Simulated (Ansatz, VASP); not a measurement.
# Cross-check of MoS2 between VASP and Ansatz

One calculation is typed for both programs; each brings its own data sets. How far apart do they land? Valence electrons are named where the data sets of a main pair hold unlike numbers.

Method: plane waves, with VASP 6.6.1 beside it; band structure at LDA, band structure at PBE and band structure at r2SCANh with an exact-exchange share of 0.1, in Ansatz 0.2.0.

The database entry behind the starting cell differs from later determinations by our own check (about 0.3 % long), so it need not match the best structure at ambient conditions.

## Step 1: The structure

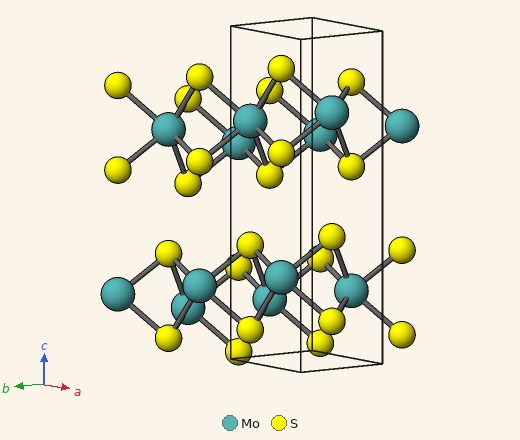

The starting structure, seen from a free direction (molybdenum teal, sulfur yellow). 2×3×1 cells are drawn.

## Step 2: VASP: band structure, LDA

Levels along a path test the potential and the projectors away from the mesh points.

Lines of VASP's logs that name or quote its potential files are left out, and so is its time.

File INCAR:

```
SYSTEM = MoS2
PREC = Accurate
ENCUT = 400
EDIFF = 1E-06
NELM = 100
ISMEAR = 0
SIGMA = 0.02
LREAL = .FALSE.
ALGO = Normal
GGA = CA
NBANDS = 42
LASPH = .TRUE.
LORBIT = 11
LWAVE = .FALSE.
LCHARG = .FALSE.
KPAR = 4
NCORE = 2
```

File POSCAR:

```
MoS2
1.0
    3.1690000000      0.0000000000      0.0000000000
   -1.5845000000      2.7444345046      0.0000000000
    0.0000000000      0.0000000000     12.3240000000
Mo S
2 4
Direct
    0.3333333333      0.6666666667      0.2500000000
    0.6666666667      0.3333333333      0.7500000000
    0.3333333333      0.6666666667      0.6230000000
    0.6666666667      0.3333333333      0.1230000000
    0.3333333333      0.6666666667      0.8770000000
    0.6666666667      0.3333333333      0.3770000000
```

File KPOINTS:

```
Automatic mesh
0
Gamma
5 5 2
0 0 0
```

File KPOINTS_OPT:

```
Line mode
16
Line-mode
Reciprocal
  0.00000000   0.00000000   0.00000000 GAMMA
  0.50000000   0.00000000   0.00000000 M

  0.50000000   0.00000000   0.00000000 M
  0.33333333   0.33333333   0.00000000 K

  0.33333333   0.33333333   0.00000000 K
  0.00000000   0.00000000   0.00000000 GAMMA

  0.00000000   0.00000000   0.00000000 GAMMA
  0.00000000   0.00000000   0.50000000 A

  0.00000000   0.00000000   0.50000000 A
  0.50000000   0.00000000   0.50000000 L

  0.50000000   0.00000000   0.50000000 L
  0.33333333   0.33333333   0.50000000 H

  0.33333333   0.33333333   0.50000000 H
  0.00000000   0.00000000   0.50000000 A

  0.50000000   0.00000000   0.50000000 L
  0.50000000   0.00000000   0.00000000 M

  0.33333333   0.33333333   0.00000000 K
  0.33333333   0.33333333   0.50000000 H
```

The projector-augmented-wave data sets are Mo_sv and S (PBE family, release 64).

On the command line:

```bash
> mpirun -np 8 vasp_std
```

Numbers of over 12 decimals in the logs are rounded to 6 here.

The program printed:

```text
[banner, memory and clock lines left out]
running    8 mpi-ranks, on    1 nodes
 distrk:  each k-point on    2 cores,    4 groups
 distr:  one band on    2 cores,    1 groups

 POSCAR found type information on POSCAR MoS
 POSCAR found :  2 types and       6 ions
|                                                                             |
|               ----> ADVICE to this user running VASP <----                  |
|                                                                             |
|     You enforced a specific xc type in the INCAR file but a different       |
|     [... a line on the potential file left out ...]
|     I HOPE YOU KNOW WHAT YOU ARE DOING!                                     |
|                                                                             |

 LDA part: xc-table for (Slater(with rela. corr.)+CA(PZ))
 , standard interpolation
 POSCAR, INCAR and KPOINTS ok, starting setup
 FFT: planning ... GRIDC
 FFT: planning ... GRID_SOFT
 FFT: planning ... GRID
 WAVECAR not read
 entering main loop
       N       E                     dE             d eps       ncg     rms          rms(c)
DAV:   1     0.361972164897E+03    0.36197E+03   -0.24791E+04   920   0.955E+02
DAV:   2    -0.355656453301E+02   -0.39754E+03   -0.38188E+03  1026   0.291E+02
DAV:   3    -0.519792653122E+02   -0.16414E+02   -0.16189E+02  1006   0.560E+01
DAV:   4    -0.522065230583E+02   -0.22726E+00   -0.22691E+00  1056   0.697E+00
DAV:   5    -0.522101749346E+02   -0.36519E-02   -0.36509E-02  1020   0.871E-01    0.353E+01
DAV:   6    -0.498965916255E+02    0.23136E+01   -0.93643E+00   922   0.190E+01    0.113E+01
DAV:   7    -0.494788863813E+02    0.41771E+00   -0.44528E+00   870   0.125E+01    0.823E+00
DAV:   8    -0.490495794158E+02    0.42931E+00   -0.62991E-01   900   0.532E+00    0.254E+00
DAV:   9    -0.490537084715E+02   -0.41291E-02   -0.91941E-02  1030   0.126E+00    0.140E+00
DAV:  10    -0.490462731576E+02    0.74353E-02   -0.24071E-02   936   0.940E-01    0.280E-01
DAV:  11    -0.490463217622E+02   -0.48605E-04   -0.14435E-03   984   0.162E-01    0.137E-01
DAV:  12    -0.490461987998E+02    0.12296E-03   -0.20485E-04   970   0.737E-02    0.959E-02
DAV:  13    -0.490461840442E+02    0.14756E-04   -0.84556E-05   932   0.432E-02    0.213E-02
DAV:  14    -0.490461838548E+02    0.18946E-06   -0.68470E-06   918   0.116E-02
   1 F= -.49046184E+02 E0= -.49046184E+02  d E =-.627552E-78
 Start KPOINTS_OPT (optional k-point list driver)
k-point batch [1-10\144]
       N       E                     dE             ncg
DAV:   1    -0.603920716493E+03   -0.43769E+04      928
DAV:   2    -0.471756619335E+04   -0.41136E+04     1028
DAV:   3    -0.488392347996E+04   -0.16636E+03     1000
DAV:   4    -0.488640899139E+04   -0.24855E+01     1032
DAV:   5    -0.488645419980E+04   -0.45208E-01     1008
DAV:   6    -0.488645537540E+04   -0.11756E-02     1080
DAV:   7    -0.488645540693E+04   -0.31537E-04     1024
DAV:   8    -0.488645540785E+04   -0.92139E-06      792
[...]
k-point batch [141-144\144]
       N       E                     dE             ncg
DAV:   1     0.113472266491E+05   -0.81076E+04      368
DAV:   2     0.980376115635E+04   -0.15435E+04      394
DAV:   3     0.974172878826E+04   -0.62032E+02      420
DAV:   4     0.974097446387E+04   -0.75432E+00      384
DAV:   5     0.974096283148E+04   -0.11632E-01      384
DAV:   6     0.974096256122E+04   -0.27026E-03      408
DAV:   7     0.974096255558E+04   -0.56369E-05      384
DAV:   8     0.974096255545E+04   -0.13277E-06      272
```

From OUTCAR (step 2):

```text
ion  position               nearest neighbor table
   1  0.333  0.667  0.250-   4 2.41   6 2.41   4 2.41   6 2.41   4 2.41   6 2.41
   2  0.667  0.333  0.750-   3 2.41   5 2.41   3 2.41   5 2.41   3 2.41   5 2.41
   3  0.333  0.667  0.623-   2 2.41   2 2.41   2 2.41
   4  0.667  0.333  0.123-   1 2.41   1 2.41   1 2.41
   5  0.333  0.667  0.877-   2 2.41   2 2.41   2 2.41
   6  0.667  0.333  0.377-   1 2.41   1 2.41   1 2.41

  LATTYP: Found a hexagonal cell.
 ALAT       =     3.1690000000
 C/A-ratio  =     3.8889239508

 Subroutine GETGRP returns: Found 24 space group operations
 (whereof 12 operations were pure point group operations)

The static configuration has the point symmetry D_3d.
 The point group associated with its full space group is D_6h.

 Found     10 irreducible k-points:

   k-points           NKPTS =     10   k-points in BZ     NKDIM =     10   number of bands    NBANDS=     42

   dimension x,y,z NGX =    24 NGY =   24 NGZ =   80
   dimension x,y,z NGXF=    48 NGYF=   48 NGZF=  160

   ENCUT  =  400.0 eV  29.40 Ry    5.42 a.u.   5.17  5.17 20.10*2*pi/ulx,y,z

   NELECT =      52.0000    total number of electrons

 k-points in reciprocal lattice and weights: Automatic mesh
   0.00000000  0.00000000  0.00000000       0.020
   0.20000000 -0.00000000  0.00000000       0.120
   0.40000000 -0.00000000  0.00000000       0.120
   0.20000000  0.20000000  0.00000000       0.120
   0.40000000  0.20000000  0.00000000       0.120
   0.00000000  0.00000000  0.50000000       0.020
   0.20000000 -0.00000000  0.50000000       0.120
   0.40000000 -0.00000000  0.50000000       0.120
   0.20000000  0.20000000  0.50000000       0.120
   0.40000000  0.20000000  0.50000000       0.120

 average (electrostatic) potential at core
       1 -74.5142       2 -74.5142       3 -84.4606       4 -84.4606       5 -84.4606
       6 -84.4606

 E-fermi :   7.5459

 k-point     1 :       0.0000    0.0000    0.0000
  band No.  band energies     occupation
    ...
     22       5.1485      2.00000
     23       5.1485      2.00000
     24       6.0807      2.00000
     25       6.1232      2.00000
     26       7.2839      2.00000
     27       9.3768      0.00000
     28       9.3768      0.00000
     29       9.4053      0.00000
     30       9.4053      0.00000
     31       9.5527      0.00000
    ...

 k-point     2 :       0.2000   -0.0000    0.0000
  band No.  band energies     occupation
    ...
     22       4.6075      2.00000
     23       5.1468      2.00000
     24       5.9850      2.00000
     25       5.9870      2.00000
     26       6.2245      2.00000
     27       8.5552      0.00000
     28       9.0140      0.00000
     29       9.1506      0.00000
     30       9.2429      0.00000
     31       9.3136      0.00000
    ...

 k-point     3 :       0.4000   -0.0000    0.0000
  band No.  band energies     occupation
    ...
     22       4.9914      2.00000
     23       5.4450      2.00000
     24       5.5624      2.00000
     25       5.6139      2.00000
     26       5.8524      2.00000
     27       8.7891      0.00000
     28       8.8878      0.00000
     29       8.9375      0.00000
     30       9.4468      0.00000
     31       9.9299      0.00000
    ...

  Total       -3.7175190     -3.7175190     -3.3466294      0.0000000     -0.0000000      0.0000000
  in kB      -55.5695631    -55.5695631    -50.0254967      0.0000000     -0.0000000      0.0000000
  external PRESSURE =     -53.7215410 kB  Pullay stress =       0.0000000 kB

  energy-cutoff  :      400.00
  volume of cell :      107.18
      direct lattice vectors                 reciprocal lattice vectors
     3.169000000  0.000000000  0.000000000     0.315556958  0.182186895  0.000000000
    -1.584500000  2.744434505  0.000000000     0.000000000  0.364373789  0.000000000
     0.000000000  0.000000000 12.324000000     0.000000000  0.000000000  0.081142486

 POSITION                                       TOTAL-FORCE (eV/Angst)
 -----------------------------------------------------------------------------------
     -0.00000      1.82962      3.08100        -0.000000     -0.000000     -0.000000
      1.58450      0.91481      9.24300         0.000000      0.000000     -0.000000
     -0.00000      1.82962      7.67785         0.000000     -0.000000      0.409984
      1.58450      0.91481      1.51585        -0.000000      0.000000      0.409984
     -0.00000      1.82962     10.80815         0.000000      0.000000     -0.409984
      1.58450      0.91481      4.64615        -0.000000      0.000000     -0.409984
 -----------------------------------------------------------------------------------
    total drift:                               -0.000000      0.000000     -0.000000

  FREE ENERGIE OF THE ION-ELECTRON SYSTEM (eV)
  ---------------------------------------------------
  free  energy   TOTEN  =       -49.0461838548 eV

  energy  without entropy=      -49.0461838548  energy(sigma->0) =      -49.04618385

 total charge
# of ion       s       p       d       tot
------------------------------------------
    1        2.294   6.221   3.975  12.490
    2        2.294   6.221   3.975  12.490
    3        1.354   2.305   0.000   3.659
    4        1.354   2.305   0.000   3.659
    5        1.354   2.305   0.000   3.659
    6        1.354   2.305   0.000   3.659
--------------------------------------------------
tot         10.003  21.662   7.951  39.616

[... 3 further parts left out ...]
```

This run has no spin polarisation, so a moment on Mo, if there is one, isn't seen. Spin-orbit coupling is off here; it would split degenerate levels. The PAW data sets were made with PBE, though LDA sets exist; pressures can shift by 1 GPa and more with it. At this level the cell is under a tension of 5.4 GPa, so at these settings it is away from equilibrium.

## Step 3: Ansatz: band structure, LDA

Ansatz runs on its default PAW (the set named soft_2) files.

The same cell, functional (in two slightly different forms), mesh and smearing now go to Ansatz, which takes its cutoff from its data sets.

File input.yaml:

```yaml
crystal:
  lattice:
    - [3.169, 0.0, 0.0]
    - [-1.5845, 2.7444345046, 0.0]
    - [0.0, 0.0, 12.324]
  atoms:
    - { symbol: Mo, position: [0.3333333333, 0.6666666667, 0.25] }
    - { symbol: Mo, position: [0.6666666667, 0.3333333333, 0.75] }
    - { symbol: S, position: [0.3333333333, 0.6666666667, 0.623] }
    - { symbol: S, position: [0.6666666667, 0.3333333333, 0.123] }
    - { symbol: S, position: [0.3333333333, 0.6666666667, 0.877] }
    - { symbol: S, position: [0.6666666667, 0.3333333333, 0.377] }
hamiltonian:
  xc: lda
  pseudopotentials: { kind: paw }
kpoints:
  mp_grid: { grid: [5, 5, 2] }
  band_path:
    path:
      - [0.0, 0.0, 0.0]
      - [0.13333, 0.0, 0.0]
      - [0.3, 0.0, 0.0]
      - [0.46667, 0.0, 0.0]
      - [0.46667, 0.06667, 0.0]
      - [0.41111, 0.17778, 0.0]
      - [0.35556, 0.28889, 0.0]
      - [0.28889, 0.28889, 0.0]
      - [0.17778, 0.17778, 0.0]
      - [0.06667, 0.06667, 0.0]
      - [0.0, 0.0, 0.03333]
      - [0.0, 0.0, 0.2]
      - [0.0, 0.0, 0.36667]
      - [0.0, 0.0, 0.5]
      - [0.16667, 0.0, 0.5]
      - [0.3, 0.0, 0.5]
      - [0.46667, 0.0, 0.5]
      - [0.46667, 0.06667, 0.5]
      - [0.41111, 0.17778, 0.5]
      - [0.35556, 0.28889, 0.5]
      - [0.28889, 0.28889, 0.5]
      - [0.17778, 0.17778, 0.5]
      - [0.06667, 0.06667, 0.5]
      - [0.5, 0.0, 0.46667]
      - [0.5, 0.0, 0.3]
      - [0.5, 0.0, 0.13333]
      - [0.33333, 0.33333, 0.0]
      - [0.33333, 0.33333, 0.16667]
      - [0.33333, 0.33333, 0.33333]
      - [0.33333, 0.33333, 0.5]
    npoints: 1
scf:
  occupations: { method: gaussian, width: 0.02 }
  n_extra_bands: 9
output:
  forces: true
  stress: true
  eigenvalues: true
```

On the command line:

```bash
> ansatz run input.yaml --threads 4 --pin off --max-ram 9216MiB --backend cpu --events-out ev --progress --plain --runs-dir out
```

The program printed:

```text
scf.n_extra_bands = 9 over 26 filled bands (N_el = 52.0): the run solves 35 bands
Engine: ansatz 0.2.0, aarch64-unknown-linux-gnu
Pseudopotentials: kind: paw
Pseudopotential: Mo, paw, valence charge 14, recommended cutoff 420 eV (normal), Mo.paw.azcp
Pseudopotential: S, paw, valence charge 6, recommended cutoff 420 eV (normal), S.paw.azcp
Functional definition: SPW92
  exchange = slater_x
  correlation = pw_c
Crystal: 6 atoms, lattice volume = 107.183 Å³
Basis set: ecut = 420 eV, 2081 PW (Γ)
Bands: 35, of which v1, the nominal top of the filled ones, is band 26 counted from 1 (25 counted from 0)
Symmetry: 24 space group operations
Space group: P63/mmc (ITA 194), of the structure as read, at distance tolerance 4.8e-5 Å
k-points: 10 of 50
Non-local potential: Mo, projectors of the file, l = 0: 3, l = 1: 2, l = 2: 2, l = 3: 1
Non-local potential: S, projectors of the file, l = 0: 2, l = 1: 2, l = 2: 2
PAW form: soft (Blöchl's): semilocal exchange-correlation on the pseudo side does not see the compensation charge
PAW frozen core: Mo, regenerated for the run's functional, and the local potential with it (the file was generated under x = pbe(κ = 0.804, μ = 0.219515), c = pbe(β = 0.066725))
PAW frozen core: S, regenerated for the run's functional, and the local potential with it (the file was generated under x = pbe(κ = 0.804, μ = 0.219515), c = pbe(β = 0.066725))
PAW one-centre angular grid: Mo, 590 points (default); XC on 64 Gauss nodes
PAW one-centre angular grid: S, 110 points (default); XC on 64 Gauss nodes
Initial density: superposition of atomic densities (neutral atoms: chi_scale 0, normalization atom), corrected by the library's trained network
Initial wavefunctions: pseudopotential atomic-orbital guess
Functional: x = slater, c = lda
SCF iter   1: F=—  HF=-13169.702044 eV  |F-HF|=—  |Δ(HF+E_count)|=         —  Δρ=7.50e-3  dr2=2.92e-2  ethr=1.77e-3  ⟨swp⟩=6.8  Hψ=1552  notcnv=0
preconditioner: auto → Resta (q_TF=auto, 2.418 Å⁻¹)  ε∞=7.4  [insulator: Δε(μ)=0.846 eV  Ē_g=8.519 eV  σ=0.020 eV  W_gap=1.00  n_scr=26 (ndim 8)  ℏωp=21.5 eV  f_vac=0.016  D(μ)=0.00/eV (n_scr^D=0)  ε∞_Penn≈7.4]
SCF iter   2: F=—  HF=-13169.703070 eV  |F-HF|=—  |Δ(HF+E_count)|=   1.03e-3  Δρ=4.15e-3  dr2=6.80e-3  ethr=5.62e-5  ⟨swp⟩=2.8  Hψ=654  notcnv=0  defer=9
SCF iter   3: F=—  HF=-13169.703455 eV  |F-HF|=—  |Δ(HF+E_count)|=   3.84e-4  Δρ=1.87e-3  dr2=2.05e-3  ethr=1.31e-5  ⟨swp⟩=1.1  Hψ=341  notcnv=0  defer=10
SCF iter   4: F=—  HF=-13169.703445 eV  |F-HF|=—  |Δ(HF+E_count)|=   9.51e-6  Δρ=2.10e-4  dr2=1.53e-4  ethr=3.94e-6  ⟨swp⟩=2.1  Hψ=489  notcnv=0  defer=10
SCF iter   5: F=—  HF=-13169.703434 eV  |F-HF|=—  |Δ(HF+E_count)|=   1.13e-5  Δρ=5.63e-5  dr2=4.58e-6  ethr=2.94e-7  ⟨swp⟩=2.0  Hψ=459  notcnv=0  defer=10
SCF iter   6: F=—  HF=-13169.703442 eV  |F-HF|=—  |Δ(HF+E_count)|=   8.61e-6  Δρ=1.67e-5  dr2=3.78e-7  ethr=8.81e-9  ⟨swp⟩=2.3  Hψ=487  notcnv=0  defer=10
SCF iter   7: F=-13169.703442 eV  HF=-13169.703442 eV  |F-HF|=2.79e-9  |Δ(HF+E_count)|=   7.42e-8  Δρ=2.92e-6  dr2=1.47e-8  ethr=1.92e-10  ⟨swp⟩=9.7  Hψ=1361  notcnv=0
SCF 1 converged in 7 iterations: F = -13169.703442 eV  dr2 = 1.47e-8
  greatest PAW one-centre occupation: 0.999 electrons in one spin orbital (limit 2), on the Mo atom at site 1 (counted from 0), in its partial waves of l = 0
NSCF: frozen V_eff on 30 k-points
SCF converged after 7 iterations
Free energy (F): -13169.703442 eV
Harris-Foulkes:  -13169.703442 eV  (|F-HF|=2.79e-9)
Internal energy: -13169.703442 eV  (E = F + TS)
E sigma→0 (E₀):  -13169.703442 eV
Fermi energy:    11.092547 eV
--- Per-component energies (eV) ---
  E_band       = -322.895829
  E_kinetic    = 1312.681229
  E_local      = -3938.932922  (includes V_loc(G=0)·N_el)
  E_nonlocal   = 412.283374
  E_hartree    = 1508.495654
  E_xc         = -751.283600
  E_vxc        = -810.096684  (∫ρ·V_xc dr)
  E_paw        = -8453.289209  (= ΣΔE_a)
  E_vpaw       = -315.827700  (= ΣTr[D̂ρ^β])
  E_aug_tail   = 0.000055  (compensation charges beyond the density's cutoff)
  E_ewald      = -3261.216446
  E_core_change = 1.558423  (= ΣΔE_core)
  E_smearing   = -0.000000  (= −TS)
  E_closure    = -0.000000  (closes the sum)
  Σ components = -13169.703442   (vs F -13169.703442, Δ=0.00e0)
--- Forces (eV/Å), atoms counted from 1 ---
  atom   1  Mo     0.00000000    -0.00000000     0.00000000
  atom   2  Mo     0.00000000     0.00000000     0.00000000
  atom   3  S      0.00000000     0.00000000     0.47417315
  atom   4  S     -0.00000000    -0.00000000     0.47417315
  atom   5  S      0.00000000     0.00000000    -0.47417315
  atom   6  S     -0.00000000    -0.00000000    -0.47417315
  max |Σ_I F_I| component: 1.11e-16 eV/Å
--- Stress (GPa, compression-positive) ---
       -5.830351       0.000000       0.000000
        0.000000      -5.830351       0.000000
        0.000000       0.000000      -5.356908
  P = ⅓ Tr σ = -5.6725 GPa (-56.725 kbar)
--- Band table (eV; the first three rows and the last of 10) ---
  k-point 0: bands = [... 22 lower, 8.5271, 9.4635, 9.5075, 10.6679, 12.7464, 12.7464, 12.7740, 12.7740, ... 5 higher]
  k-point 1: bands = [... 22 lower, 8.5038, 8.5038, 10.3989, 10.3989, 12.7517, 12.7517, 12.7517, 12.7517, ... 5 higher]
  k-point 2: bands = [... 22 lower, 8.5276, 9.3683, 9.3745, 9.6087, 11.9264, 12.3864, 12.5124, 12.6147, ... 5 higher]
  k-point 9: bands = [... 22 lower, 8.0309, 8.0309, 9.7105, 9.7105, 12.0403, 12.0403, 13.0176, 13.0176, ... 5 higher]
```

Run time: 1.5 s. Hardware: 4 threads of Arm Neoverse V1, shared host; peak memory 0.39 GiB; 5.3 s of CPU time.

(Part 1 of 3 ends here.)

[Lines on the potential files, build, host, timing and source positions are cut from VASP's logs without a mark.]

[Logs are printed without paths, hosts, clocks, repeated set-up lines and the standing remarks that a program may print on its own settings, such as how far it seeks lower states.]

[Hosts, paths, dates, database ids (printed as entryN), source tags and the programs' standing remarks are cut or masked in the printed files.]
